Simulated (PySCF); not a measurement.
# DyF3(H2O): other functionals and bases at one geometry

How far do other levels of theory move the description of DyF3(H2O), and what does each cost? It is a constructed species; whether it can be made isn't addressed.

Method: several levels, as the steps say, no spin–orbit coupling; program: PySCF 2.14.0.

1 further run of the same task is left out (for a known fault of the program).

### Step 1. Starting geometry

7 atoms, charge 0, spin multiplicity 1.

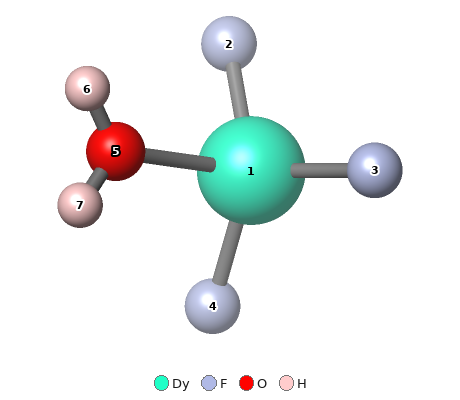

The geometry (dysprosium teal, fluorine light blue, oxygen red, hydrogen pink); atoms are numbered from 1 in the order of the file.

Coordinates:

```mol
DyF3H2O
  3D, bonds by distance, orders not assigned

  7  6  0  0  0  0  0  0  0  0999 V2000
    0.0799   -0.0843    0.0843 Dy  0  0
    1.0722    1.3526    1.1156 F   0  0
   -1.2993   -1.1317    1.1317 F   0  0
    1.0722   -1.1156   -1.3526 F   0  0
   -1.2921    1.3132   -1.3132 O   0  0
   -1.6266    2.1919   -1.0940 H   0  0
   -1.6266    1.0940   -2.1919 H   0  0
  1  2  8  0
  1  3  8  0
  1  4  8  0
  1  5  8  0
  5  6  8  0
  5  7  8  0
M  END
```

Formal oxidation states: Dy +3. Each metal's 9 4f electrons lie in its core potential, so multiplicities, spins and levels count the valence alone. An earlier session relaxed this geometry at PBE0, Dy lcecp-1-SVP with ECP55, F def2-SVP, O def2-SVP, H def2-SVP (singlet, point group Cs).

At PBE0 on the finer grid: E = -412.658970 Eh, HOMO -9.48 eV, LUMO -1.13 eV, Mulliken charge on Dy1 +1.19 e, largest force component 0.020 eV/Å. 

Levels to run: revPBE; TPSSh; PBE0, TZVP. Hardware: 2 threads of Arm Neoverse V1, shared host.

### Step 2. revPBE

Input file run.py (the lines that set the calculation):

```python
mol = gto.M(atom='''
Dy     0.07985    -0.08425     0.08425
F      1.07223     1.35263     1.11558
F     -1.29933    -1.13165     1.13165
F      1.07223    -1.11558    -1.35263
O     -1.29212     1.31320    -1.31320
H     -1.62660     2.19194    -1.09405
H     -1.62660     1.09405    -2.19194''',
    basis={'Dy': 'lcecp-1-SVP', 'F': 'def2-SVP', 'O': 'def2-SVP', 'H': 'def2-SVP'},
    ecp={'Dy': 'lcecp-1-SVP'},
    charge=0, spin=0)
mf = dft.RKS(mol, xc='PBE_R,PBE')
mf.grids.atom_grid = (75, 302)  # f atoms: unpruned, at least (60, 302)
mf = mf.density_fit()  # fitting sets: Dy AutoAux, F def2-universal-JKFIT, O def2-universal-JKFIT, H def2-universal-JKFIT
mf.conv_tol = 1e-08; mf.max_cycle = 55
mf.kernel(dm0)  # dm0: the density of the relaxed state
```

Started as:

```
> OMP_NUM_THREADS=2 python run.py
```

Log:

```text
init E= -412.93662951082
  HOMO = -0.263293111345407  LUMO = -0.0700158118967629  gap/eV = 5.25934
cycle= 1 E= -412.936061308916  delta_E= 0.000568  |g|= 0.154  |ddm|= 0.319
  HOMO = -0.296822288205205  LUMO = -0.0660222906677852  gap/eV = 6.28039
cycle= 2 E= -412.916556076799  delta_E= 0.0195  |g|= 0.364  |ddm|= 0.388
  HOMO = -0.272844990268494  LUMO = -0.0679706143787442  gap/eV = 5.57492
cycle= 3 E= -412.940896934586  delta_E= -0.0243  |g|= 0.0166  |ddm|= 0.245
  HOMO = -0.273551791515444  LUMO = -0.0683337676357922  gap/eV = 5.58427
cycle= 4 E= -412.940965920777  delta_E= -6.9e-05  |g|= 0.00526  |ddm|= 0.0212
  HOMO = -0.273390792577177  LUMO = -0.068549463178293  gap/eV = 5.57402
cycle= 5 E= -412.940970817899  delta_E= -4.9e-06  |g|= 0.00128  |ddm|= 0.00401
  HOMO = -0.273254855924616  LUMO = -0.0685206493097965  gap/eV = 5.57110
cycle= 6 E= -412.940971119233  delta_E= -3.01e-07  |g|= 0.000125  |ddm|= 0.000959
  HOMO = -0.273258624155671  LUMO = -0.0685126564813316  gap/eV = 5.57142
cycle= 7 E= -412.940971121073  delta_E= -1.84e-09  |g|= 8.49e-05  |ddm|= 0.000115
  HOMO = -0.273269145918818  LUMO = -0.0685104080323491  gap/eV = 5.57177
Extra cycle  E= -412.940971114355  delta_E= 6.72e-09  |g|= 0.000211  |ddm|= 0.000196
converged SCF energy = -412.940971114355
```

Run time: 5 s. Hardware: 2 threads of Arm Neoverse V1, shared host.

Result: E = -412.940971 Eh, HOMO -7.44 eV, LUMO -1.86 eV, Mulliken charge on Dy1 +0.98 e, largest force component 0.460 eV/Å. 

### Step 3. TPSSh

Changes to run.py (the lines that set the calculation) since step 2:

```diff
@@ -11,3 +11,3 @@
     charge=0, spin=0)
-mf = dft.RKS(mol, xc='PBE_R,PBE')
+mf = dft.RKS(mol, xc='TPSSH')
 mf.grids.atom_grid = (75, 302)  # f atoms: unpruned, at least (60, 302)
```

Started as:

```
> OMP_NUM_THREADS=2 python run.py
```

Log:

```text
init E= -413.009119878834
  HOMO = -0.30642357888265  LUMO = -0.0517419710215066  gap/eV = 6.93024
cycle= 1 E= -413.009644269867  delta_E= -0.000524  |g|= 0.0225  |ddm|= 0.0814
  HOMO = -0.310508867321774  LUMO = -0.0503382470532046  gap/eV = 7.07960
cycle= 2 E= -413.009393097813  delta_E= 0.000251  |g|= 0.0444  |ddm|= 0.056
  HOMO = -0.307459570450792  LUMO = -0.0509119316349036  gap/eV = 6.98102
cycle= 3 E= -413.009758222674  delta_E= -0.000365  |g|= 0.00259  |ddm|= 0.0309
  HOMO = -0.307839801964999  LUMO = -0.051090395753949  gap/eV = 6.98651
cycle= 4 E= -413.009759852549  delta_E= -1.63e-06  |g|= 0.000508  |ddm|= 0.00368
  HOMO = -0.307812985718233  LUMO = -0.0510791554903243  gap/eV = 6.98608
cycle= 5 E= -413.009759887719  delta_E= -3.52e-08  |g|= 0.000246  |ddm|= 0.000454
  HOMO = -0.307805599271399  LUMO = -0.051086377574066  gap/eV = 6.98569
cycle= 6 E= -413.009759898818  delta_E= -1.11e-08  |g|= 2e-05  |ddm|= 0.000159
  HOMO = -0.307806188898245  LUMO = -0.0510854993557075  gap/eV = 6.98573
cycle= 7 E= -413.009759898884  delta_E= -6.59e-11  |g|= 8.56e-06  |ddm|= 1.94e-05
  HOMO = -0.307807164431389  LUMO = -0.0510853213397695  gap/eV = 6.98576
Extra cycle  E= -413.009759898843  delta_E= 4.1e-11  |g|= 1.72e-05  |ddm|= 1.67e-05
converged SCF energy = -413.009759898843
```

Wall time 6.7 s (2 threads of Arm Neoverse V1, shared host).

Read off: E = -413.009760 Eh, HOMO -8.38 eV, LUMO -1.39 eV, Mulliken charge on Dy1 +1.15 e, largest force component 0.248 eV/Å. 

### Step 4. PBE0, TZVP

Basis: Dy lcecp-1-TZVP with ECP55, F def2-TZVP, O def2-TZVP, H def2-TZVP. 

Input file run.py (the lines that set the calculation):

```python
mol = gto.M(atom='''
Dy     0.07985    -0.08425     0.08425
F      1.07223     1.35263     1.11558
F     -1.29933    -1.13165     1.13165
F      1.07223    -1.11558    -1.35263
O     -1.29212     1.31320    -1.31320
H     -1.62660     2.19194    -1.09405
H     -1.62660     1.09405    -2.19194''',
    basis={'Dy': 'lcecp-1-TZVP', 'F': 'def2-TZVP', 'O': 'def2-TZVP', 'H': 'def2-TZVP'},
    ecp={'Dy': 'lcecp-1-TZVP'},
    charge=0, spin=0)
mf = dft.RKS(mol, xc='PBE0')
mf.grids.atom_grid = (75, 302)  # f atoms: unpruned, at least (60, 302)
mf = mf.density_fit()  # fitting sets: Dy AutoAux, F def2-universal-JKFIT, O def2-universal-JKFIT, H def2-universal-JKFIT
mf.conv_tol = 1e-08; mf.max_cycle = 55
mf.kernel(dm0)  # dm0: free metal ions and neutral atoms
```

Started as:

```
> OMP_NUM_THREADS=2 python run.py
```

Log:

```text
init E= -417.982831018024
  HOMO = -0.354440125877417  LUMO = -0.070468161335175  gap/eV = 7.72727
cycle= 1 E= -413.089786705498  delta_E= 4.89  |g|= 0.476  |ddm|= 1.99
  HOMO = -0.324386264592028  LUMO = -0.0716087505774183  gap/eV = 6.87843
cycle= 2 E= -413.109702188176  delta_E= -0.0199  |g|= 0.236  |ddm|= 0.406
  HOMO = -0.372629281851725  LUMO = -0.0505558369975319  gap/eV = 8.76406
cycle= 3 E= -413.110776423547  delta_E= -0.00107  |g|= 0.24  |ddm|= 0.217
  HOMO = -0.354285432984996  LUMO = -0.0516515298077991  gap/eV = 8.23509
cycle= 4 E= -413.119100735966  delta_E= -0.00832  |g|= 0.0193  |ddm|= 0.105
  HOMO = -0.355774180127988  LUMO = -0.0518912825444247  gap/eV = 8.26907
cycle= 5 E= -413.119152686341  delta_E= -5.2e-05  |g|= 0.00538  |ddm|= 0.0097
  HOMO = -0.355630729547843  LUMO = -0.0517611839583552  gap/eV = 8.26871
cycle= 6 E= -413.119157265128  delta_E= -4.58e-06  |g|= 0.000959  |ddm|= 0.00278
  HOMO = -0.355672748317648  LUMO = -0.0517726662092812  gap/eV = 8.26954
cycle= 7 E= -413.119157418603  delta_E= -1.53e-07  |g|= 0.000122  |ddm|= 0.000559
  HOMO = -0.355662037738498  LUMO = -0.0517670273794693  gap/eV = 8.26940
cycle= 8 E= -413.119157422095  delta_E= -3.49e-09  |g|= 2.89e-05  |ddm|= 0.000174
  HOMO = -0.355664574094148  LUMO = -0.051766825089274  gap/eV = 8.26948
Extra cycle  E= -413.119157421914  delta_E= 1.81e-10  |g|= 4.64e-05  |ddm|= 3.52e-05
converged SCF energy = -413.119157421914
```

Run time: 13 s. Hardware: 2 threads of Arm Neoverse V1, shared host.

Read off: E = -413.119157 Eh, HOMO -9.68 eV, LUMO -1.41 eV, Mulliken charge on Dy1 +1.63 e, largest force component 0.218 eV/Å. 

### Step 5. All levels side by side

| level | state | HOMO (eV) | gap (eV) | charge on Dy1 (e) | dipole (D) | largest force (eV/Å) | basis functions | time |
| --- | --- | --- | --- | --- | --- | --- | --- | --- |
| PBE0 (relaxed here) | singlet | -9.48 | 8.35 | 1.19 | 6.73 | 0.02 | 99 | 12 s |
| revPBE | singlet | -7.44 | 5.57 | 0.98 | 6.52 | 0.46 | 99 | 5 s |
| TPSSh | singlet | -8.38 | 6.99 | 1.15 | 6.66 | 0.25 | 99 | 6.7 s |
| PBE0, TZVP | singlet | -9.68 | 8.27 | 1.63 | 6.74 | 0.22 | 183 | 13 s |

Times are on 2 threads of Arm Neoverse V1, shared host; the first row also made further properties.

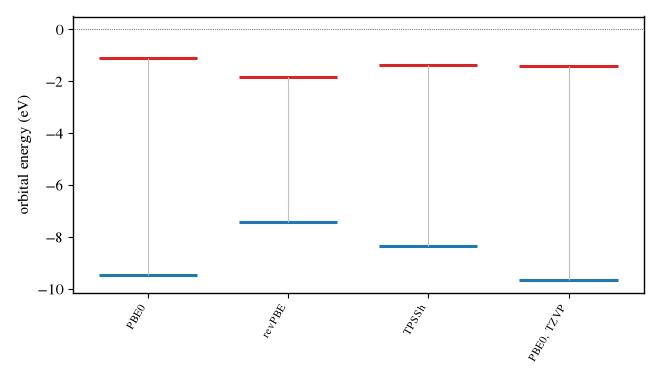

Highest filled and lowest empty level, method by method.

In one basis the HOMO–LUMO gap runs from 5.57 eV (revPBE) to 8.35 eV (PBE0). The largest leftover force, 0.46 eV/Å with revPBE, stands at a geometry relaxed at another level. The Mulliken charge on Dy spans +0.98 to +1.63 e over the levels. With 4f in the core, its levels are missing from HOMO and gap. Total energies of different levels can't be compared. Spin–orbit coupling is left out throughout.
